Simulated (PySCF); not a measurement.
**Run report: SnSi, geometry relaxation (part 2 of 2)**

Continued. System: SnSi, multiplicity 7. Method: UKS-m06l/lanl2dz, optimize (PySCF 2.14.0). 

Geometry of the input (Å):
```
Si 0.0000  0.0000  0.0000
Sn 0.0000  0.0000  2.2190
```

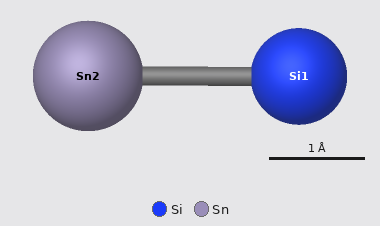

Fig. 1: The structure as given in the input (ball-and-stick view, seen on its broad side; atoms are numbered from 1 in the order of the input). Sticks mark near contacts.

The program's output, continued:
```
Geometry optimization cycle 4
Cartesian coordinates (Angstrom)
 Atom        New coordinates             dX        dY        dZ
  Si  -0.000000  -0.000000  -0.202306   -0.000000 -0.000000 -0.042794
  Sn   0.000000   0.000000   2.421306    0.000000  0.000000  0.042794
New geometry
   1 Si    -0.000000000000  -0.000000000000  -0.202305894178 AA   -0.000000000000  -0.000000000000  -0.382302733381 Bohr
   2 Sn     0.000000000000   0.000000000000   2.421305894178 AA    0.000000000000   0.000000000000   4.575605003791 Bohr

******** <class 'pyscf.scf.hf.SecondOrderUKS_Scanner'> ********
method = SecondOrderUKS_Scanner
initial guess = minao
damping factor = 0
level_shift factor = 0
DIIS = <class 'pyscf.scf.diis.CDIIS'>
diis_start_cycle = 1
diis_space = 8
diis_damp = 0
SCF conv_tol = 1e-09
SCF conv_tol_grad = None
SCF max_cycles = 50
direct_scf = True
direct_scf_tol = 1e-13
number electrons alpha = 7  beta = 1
XC library pyscf.dft.libxc version 7.0.0
    S. Lehtola, C. Steigemann, M. J.T. Oliveira, and M. A.L. Marques.,  SoftwareX 7, 1–5 (2018)
XC functionals = m06l
    Y. Zhao and D. G. Truhlar.,  J. Chem. Phys. 125, 194101 (2006)
    Y. Zhao and D. G. Truhlar.,  J. Chem. Phys. 125, 194101 (2006)
    Y. Zhao and D. G. Truhlar.,  Theor. Chem. Acc. 120, 215 (2008)
radial grids:
    Treutler-Ahlrichs [JCP 102, 346 (1995); DOI:10.1063/1.469408] (M4) radial grids

becke partition: Becke, JCP 88, 2547 (1988); DOI:10.1063/1.454033
pruning grids: <function nwchem_prune>
grids dens level: 3
symmetrized grids: False
atomic radii adjust function: <function treutler_atomic_radii_adjust>
small_rho_cutoff = 0
******** <class 'pyscf.dft.uks.UKS'> Newton solver flags ********
SCF tol = 1e-09
conv_tol_grad = None
max. SCF cycles = 50
direct_scf = True
direct_scf_tol = 1e-13
max_cycle_inner = 12
max_stepsize = 0.05
ah_start_tol = 1e+09
ah_level_shift = 0
ah_conv_tol = 1e-12
ah_lindep = 1e-14
ah_start_cycle = 1
ah_max_cycle = 40
ah_grad_trust_region = 2.5
kf_interval = 4
kf_trust_region = 5
canonicalization = True
Set conv_tol_grad to 3.16228e-05
tot grids = 41144
  alpha nocc = 7  HOMO = -0.14915698676029  LUMO = 0.0695866227039565
  beta  nocc = 1  HOMO = -0.39724945173381  LUMO = -0.244216399710087

WARN: HOMO -0.14915698676029 >= LUMO -0.244216399710087

Initial guess E= -6.95659980971803  |g|= 0.00571253
macro= 0  E= -6.95665770644908  delta_E= -5.78967e-05  |g|= 0.000766767  3 KF 9 JK
macro= 1  E= -6.95665775193854  delta_E= -4.54895e-08  |g|= 3.70844e-05  2 KF 6 JK
macro= 2  E= -6.95665775193854  delta_E= 8.88178e-15  |g|= 9.67976e-06  1 KF 2 JK
Canonicalize SCF orbitals
macro X = 3  E=-6.95665775193854  |g|= 9.67976e-06  total 7 KF 21 JK

WARN: HOMO -0.1493519960738273 > LUMO -0.24244551909339876 was found in the canonicalized orbitals.

converged SCF energy = -6.95665775193854  <S^2> = 12.002086  2S+1 = 7.0005958

******** <class 'pyscf.grad.rhf.Gradients_Scanner'> for <class 'pyscf.scf.hf.SecondOrderUKS_Scanner'> ********
unit = Eh/Bohr
grid_response = True
--------------- SecondOrderUKS_Scanner gradients ---------------
         x                y                z
0 Si     0.0000000000     0.0000000000     0.0065593271
1 Sn    -0.0000000000    -0.0000000000    -0.0065593271
----------------------------------------------
cycle 4: E = -6.95665775194  dE = -0.00210699  norm(grad) = 0.00927629
Step    3 : Displace = 4.279e-02/4.279e-02 (rms/max) Trust = 2.000e-01 (+) Grad = 6.559e-03/6.559e-03 (rms/max) E (change) = -6.9566577519 (-2.107e-03) Quality = 1.306
Hessian Eigenvalues: 5.00000e-02 5.00000e-02 5.00000e-02 ... 5.00000e-02 5.00000e-02 8.28049e-02

Geometry optimization cycle 5
Cartesian coordinates (Angstrom)
 Atom        New coordinates             dX        dY        dZ
  Si  -0.000000  -0.000000  -0.223265    0.000000 -0.000000 -0.020959
  Sn   0.000000   0.000000   2.442265   -0.000000  0.000000  0.020959
New geometry
   1 Si    -0.000000000000  -0.000000000000  -0.223265071936 AA   -0.000000000000  -0.000000000000  -0.421909839139 Bohr
   2 Sn     0.000000000000   0.000000000000   2.442265071935 AA    0.000000000000   0.000000000000   4.615212109549 Bohr

******** <class 'pyscf.scf.hf.SecondOrderUKS_Scanner'> ********
method = SecondOrderUKS_Scanner
initial guess = minao
damping factor = 0
level_shift factor = 0
DIIS = <class 'pyscf.scf.diis.CDIIS'>
diis_start_cycle = 1
diis_space = 8
diis_damp = 0
SCF conv_tol = 1e-09
SCF conv_tol_grad = None
SCF max_cycles = 50
direct_scf = True
direct_scf_tol = 1e-13
number electrons alpha = 7  beta = 1
XC library pyscf.dft.libxc version 7.0.0
    S. Lehtola, C. Steigemann, M. J.T. Oliveira, and M. A.L. Marques.,  SoftwareX 7, 1–5 (2018)
XC functionals = m06l
    Y. Zhao and D. G. Truhlar.,  J. Chem. Phys. 125, 194101 (2006)
    Y. Zhao and D. G. Truhlar.,  J. Chem. Phys. 125, 194101 (2006)
    Y. Zhao and D. G. Truhlar.,  Theor. Chem. Acc. 120, 215 (2008)
radial grids:
    Treutler-Ahlrichs [JCP 102, 346 (1995); DOI:10.1063/1.469408] (M4) radial grids

becke partition: Becke, JCP 88, 2547 (1988); DOI:10.1063/1.454033
pruning grids: <function nwchem_prune>
grids dens level: 3
symmetrized grids: False
atomic radii adjust function: <function treutler_atomic_radii_adjust>
small_rho_cutoff = 0
******** <class 'pyscf.dft.uks.UKS'> Newton solver flags ********
SCF tol = 1e-09
conv_tol_grad = None
max. SCF cycles = 50
direct_scf = True
direct_scf_tol = 1e-13
max_cycle_inner = 12
max_stepsize = 0.05
ah_start_tol = 1e+09
ah_level_shift = 0
ah_conv_tol = 1e-12
ah_lindep = 1e-14
ah_start_cycle = 1
ah_max_cycle = 40
ah_grad_trust_region = 2.5
kf_interval = 4
kf_trust_region = 5
canonicalization = True
Set conv_tol_grad to 3.16228e-05
tot grids = 41144
  alpha nocc = 7  HOMO = -0.151023216970818  LUMO = 0.0803802287374086
  beta  nocc = 1  HOMO = -0.392810602446687  LUMO = -0.244823874793254

WARN: HOMO -0.151023216970818 >= LUMO -0.244823874793254

Initial guess E= -6.9569563187114  |g|= 0.00302514
macro= 0  E= -6.95697260636465  delta_E= -1.62877e-05  |g|= 0.000335469  2 KF 8 JK
macro= 1  E= -6.9569726068672  delta_E= -5.02553e-10  |g|= 1.43339e-05  1 KF 3 JK
Canonicalize SCF orbitals
macro X = 2  E=-6.9569726068672  |g|= 1.43339e-05  total 4 KF 14 JK

WARN: HOMO -0.15077961030235942 > LUMO -0.2463411381319738 was found in the canonicalized orbitals.

converged SCF energy = -6.9569726068672  <S^2> = 12.001816  2S+1 = 7.0005189

******** <class 'pyscf.grad.rhf.Gradients_Scanner'> for <class 'pyscf.scf.hf.SecondOrderUKS_Scanner'> ********
unit = Eh/Bohr
grid_response = True
--------------- SecondOrderUKS_Scanner gradients ---------------
         x                y                z
0 Si     0.0000000000     0.0000000000     0.0014701687
1 Sn    -0.0000000000    -0.0000000000    -0.0014701687
----------------------------------------------
cycle 5: E = -6.95697260687  dE = -0.000314855  norm(grad) = 0.00207913
Step    4 : Displace = 2.096e-02/2.096e-02 (rms/max) Trust = 2.828e-01 (+) Grad = 1.470e-03/1.470e-03 (rms/max) E (change) = -6.9569726069 (-3.149e-04) Quality = 1.212
Hessian Eigenvalues: 5.00000e-02 5.00000e-02 5.00000e-02 ... 5.00000e-02 5.00000e-02 6.42455e-02

Geometry optimization cycle 6
Cartesian coordinates (Angstrom)
 Atom        New coordinates             dX        dY        dZ
  Si  -0.000000  -0.000000  -0.229320   -0.000000 -0.000000 -0.006055
  Sn   0.000000   0.000000   2.448320    0.000000  0.000000  0.006055
New geometry
   1 Si    -0.000000000000  -0.000000000000  -0.229319811165 AA   -0.000000000000  -0.000000000000  -0.433351638038 Bohr
   2 Sn     0.000000000000   0.000000000000   2.448319811165 AA    0.000000000000   0.000000000000   4.626653908448 Bohr

******** <class 'pyscf.scf.hf.SecondOrderUKS_Scanner'> ********
method = SecondOrderUKS_Scanner
initial guess = minao
damping factor = 0
level_shift factor = 0
DIIS = <class 'pyscf.scf.diis.CDIIS'>
diis_start_cycle = 1
diis_space = 8
diis_damp = 0
SCF conv_tol = 1e-09
SCF conv_tol_grad = None
SCF max_cycles = 50
direct_scf = True
direct_scf_tol = 1e-13
number electrons alpha = 7  beta = 1
XC library pyscf.dft.libxc version 7.0.0
    S. Lehtola, C. Steigemann, M. J.T. Oliveira, and M. A.L. Marques.,  SoftwareX 7, 1–5 (2018)
XC functionals = m06l
    Y. Zhao and D. G. Truhlar.,  J. Chem. Phys. 125, 194101 (2006)
    Y. Zhao and D. G. Truhlar.,  J. Chem. Phys. 125, 194101 (2006)
    Y. Zhao and D. G. Truhlar.,  Theor. Chem. Acc. 120, 215 (2008)
radial grids:
    Treutler-Ahlrichs [JCP 102, 346 (1995); DOI:10.1063/1.469408] (M4) radial grids

becke partition: Becke, JCP 88, 2547 (1988); DOI:10.1063/1.454033
pruning grids: <function nwchem_prune>
grids dens level: 3
symmetrized grids: False
atomic radii adjust function: <function treutler_atomic_radii_adjust>
small_rho_cutoff = 0
******** <class 'pyscf.dft.uks.UKS'> Newton solver flags ********
SCF tol = 1e-09
conv_tol_grad = None
max. SCF cycles = 50
direct_scf = True
direct_scf_tol = 1e-13
max_cycle_inner = 12
max_stepsize = 0.05
ah_start_tol = 1e+09
ah_level_shift = 0
ah_conv_tol = 1e-12
ah_lindep = 1e-14
ah_start_cycle = 1
ah_max_cycle = 40
ah_grad_trust_region = 2.5
kf_interval = 4
kf_trust_region = 5
canonicalization = True
Set conv_tol_grad to 3.16228e-05
tot grids = 41144
  alpha nocc = 7  HOMO = -0.151303874603018  LUMO = 0.0825772974183859
  beta  nocc = 1  HOMO = -0.391067605404117  LUMO = -0.246311299231418

WARN: HOMO -0.151303874603018 >= LUMO -0.246311299231418

Initial guess E= -6.9569903906391  |g|= 0.000929828
macro= 0  E= -6.95699206014169  delta_E= -1.6695e-06  |g|= 0.000133922  2 KF 8 JK
macro= 1  E= -6.95699206014173  delta_E= -4.08562e-14  |g|= 2.55805e-06  1 KF 2 JK
Canonicalize SCF orbitals
macro X = 2  E=-6.95699206014173  |g|= 2.55805e-06  total 4 KF 13 JK

WARN: HOMO -0.15119218064695703 > LUMO -0.24692919647495856 was found in the canonicalized orbitals.

converged SCF energy = -6.95699206014173  <S^2> = 12.001718  2S+1 = 7.0004909

******** <class 'pyscf.grad.rhf.Gradients_Scanner'> for <class 'pyscf.scf.hf.SecondOrderUKS_Scanner'> ********
unit = Eh/Bohr
grid_response = True
--------------- SecondOrderUKS_Scanner gradients ---------------
         x                y                z
0 Si    -0.0000000000    -0.0000000000     0.0001615926
1 Sn     0.0000000000     0.0000000000    -0.0001615926
----------------------------------------------
cycle 6: E = -6.95699206014  dE = -1.94533e-05  norm(grad) = 0.000228526
Step    5 : Displace = 6.055e-03/6.055e-03 (rms/max) Trust = 3.000e-01 (+) Grad = 1.616e-04/1.616e-04 (rms/max) E (change) = -6.9569920601 (-1.945e-05) Quality = 1.156
Hessian Eigenvalues: 5.00000e-02 5.00000e-02 5.00000e-02 ... 5.00000e-02 5.00000e-02 5.71840e-02

Geometry optimization cycle 7
Cartesian coordinates (Angstrom)
 Atom        New coordinates             dX        dY        dZ
  Si  -0.000000  -0.000000  -0.230067    0.000000  0.000000 -0.000748
  Sn   0.000000   0.000000   2.449067   -0.000000 -0.000000  0.000748
New geometry
   1 Si    -0.000000000000  -0.000000000000  -0.230067494666 AA   -0.000000000000  -0.000000000000  -0.434764555083 Bohr
   2 Sn     0.000000000000   0.000000000000   2.449067494665 AA    0.000000000000   0.000000000000   4.628066825492 Bohr

******** <class 'pyscf.scf.hf.SecondOrderUKS_Scanner'> ********
method = SecondOrderUKS_Scanner
initial guess = minao
damping factor = 0
level_shift factor = 0
DIIS = <class 'pyscf.scf.diis.CDIIS'>
diis_start_cycle = 1
diis_space = 8
diis_damp = 0
SCF conv_tol = 1e-09
SCF conv_tol_grad = None
SCF max_cycles = 50
direct_scf = True
direct_scf_tol = 1e-13
number electrons alpha = 7  beta = 1
XC library pyscf.dft.libxc version 7.0.0
    S. Lehtola, C. Steigemann, M. J.T. Oliveira, and M. A.L. Marques.,  SoftwareX 7, 1–5 (2018)
XC functionals = m06l
    Y. Zhao and D. G. Truhlar.,  J. Chem. Phys. 125, 194101 (2006)
    Y. Zhao and D. G. Truhlar.,  J. Chem. Phys. 125, 194101 (2006)
    Y. Zhao and D. G. Truhlar.,  Theor. Chem. Acc. 120, 215 (2008)
radial grids:
    Treutler-Ahlrichs [JCP 102, 346 (1995); DOI:10.1063/1.469408] (M4) radial grids

becke partition: Becke, JCP 88, 2547 (1988); DOI:10.1063/1.454033
pruning grids: <function nwchem_prune>
grids dens level: 3
symmetrized grids: False
atomic radii adjust function: <function treutler_atomic_radii_adjust>
small_rho_cutoff = 0
******** <class 'pyscf.dft.uks.UKS'> Newton solver flags ********
SCF tol = 1e-09
conv_tol_grad = None
max. SCF cycles = 50
direct_scf = True
direct_scf_tol = 1e-13
max_cycle_inner = 12
max_stepsize = 0.05
ah_start_tol = 1e+09
ah_level_shift = 0
ah_conv_tol = 1e-12
ah_lindep = 1e-14
ah_start_cycle = 1
ah_max_cycle = 40
ah_grad_trust_region = 2.5
kf_interval = 4
kf_trust_region = 5
canonicalization = True
Set conv_tol_grad to 3.16228e-05
tot grids = 41144
  alpha nocc = 7  HOMO = -0.151258298281693  LUMO = 0.0826301544928554
  beta  nocc = 1  HOMO = -0.390686909872327  LUMO = -0.246913559318749

WARN: HOMO -0.151258298281693 >= LUMO -0.246913559318749

Initial guess E= -6.95699241976856  |g|= 0.00011559
macro= 0  E= -6.95699244598738  delta_E= -2.62188e-08  |g|= 1.74479e-05  2 KF 6 JK
macro= 1  E= -6.95699244598738  delta_E= 1.77636e-15  |g|= 7.3546e-06  1 KF 2 JK
Canonicalize SCF orbitals
macro X = 2  E=-6.95699244598738  |g|= 7.3546e-06  total 4 KF 11 JK

WARN: HOMO -0.15124292369408487 > LUMO -0.24698705142625582 was found in the canonicalized orbitals.

converged SCF energy = -6.95699244598738  <S^2> = 12.001706  2S+1 = 7.0004874

******** <class 'pyscf.grad.rhf.Gradients_Scanner'> for <class 'pyscf.scf.hf.SecondOrderUKS_Scanner'> ********
unit = Eh/Bohr
grid_response = True
--------------- SecondOrderUKS_Scanner gradients ---------------
         x                y                z
0 Si    -0.0000000000    -0.0000000000     0.0000038252
1 Sn     0.0000000000     0.0000000000    -0.0000038252
----------------------------------------------
cycle 7: E = -6.95699244599  dE = -3.85846e-07  norm(grad) = 5.40961e-06
```

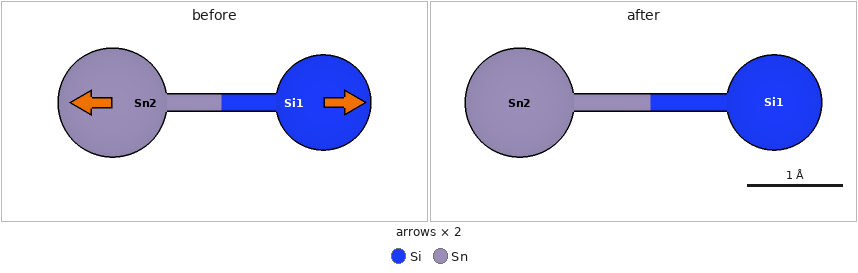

Fig. 2: Before (left) and after (right) the relaxation, at one scale (ball-and-stick view, seen at a tilt). The orange arrows give the displacements, magnified 2 times. The largest moves after the best rigid fit, 0.23 Å, are those of Si1 and Sn2. Largest moves by element: Sn 0.23 Å, Si 0.23 Å. Among the contacts that change: Si1–Sn2 2.219 → 2.679 Å. (Atoms are counted from 1 in the order of the input.)

```
Step    6 : Displace = 7.477e-04/7.477e-04 (rms/max) Trust = 3.000e-01 (=) Grad = 3.825e-06/3.825e-06 (rms/max) E (change) = -6.9569924460 (-3.858e-07) Quality = 1.690
Hessian Eigenvalues: 5.00000e-02 5.00000e-02 5.00000e-02 ... 5.00000e-02 5.00000e-02 5.71840e-02
Converged! =D

    #| If this code has benefited your research, please support us by citing: |#
    #| Wang, L.-P.; Song, C.C. (2016) "Geometry optimization made simple with |#
    #| translation and rotation coordinates", J. Chem, Phys. 144, 214108.     |#
    #|                                     |#
optimised geometry (angstrom)
Si         -0.00000000       -0.00000000       -0.23006749
Sn          0.00000000        0.00000000        2.44906749
orbital energies (hartree): [array([-0.2463, -0.1338, -0.1338,  0.0206,  0.2042,  0.2042]), array([-0.4539, -0.2271, -0.1187, -0.1187])]
```

Summary:

```csv
quantity,value
outcome,converged
SCF energy at the first geometry,−6.915545 hartree
⟨S²⟩,12.002
hardware,"1 CPU thread, shared host"
wall time,28 s
```
